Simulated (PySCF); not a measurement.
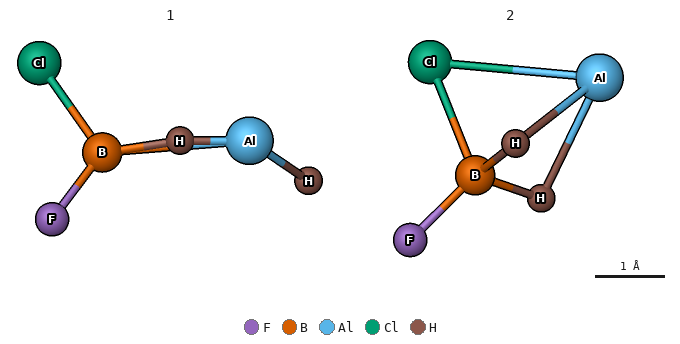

Two geometries of AlBH2ClF, drawn at one scale. One is the start of a relaxation, the other its converged end. A ball-and-stick model, seen at a tilt.

Level of theory: RKS PBE-D4/def2-SVP, density fitting (PySCF). 

**Which geometry has the lower energy?**

Structure 2 is the relaxed one. It is one of the separated reactants of a reaction. Over 49 geometry steps the energy falls by 200.1 kcal/mol. The largest move after the best rigid fit is that of an H atom, 1.60 Å. By element the largest moves are H 1.60 Å, Al 1.00 Å, Cl 0.75 Å, B 0.59 Å, F 0.58 Å. Some distances before and after: B–H 3.243 → 1.284 Å, Al–H 1.015 → 2.018 Å, Al–Cl 3.350 → 2.541 Å, Al–H 1.588 → 2.016 Å. Bond angles that change, for instance: Al–B–H 8.0° → 60.7°, F–B–Al 127.2° → 172.7°, Al–B–Cl 117.4° → 72.6°. The run took 120 s on 2 threads of AMD EPYC 9B45, on a shared host.
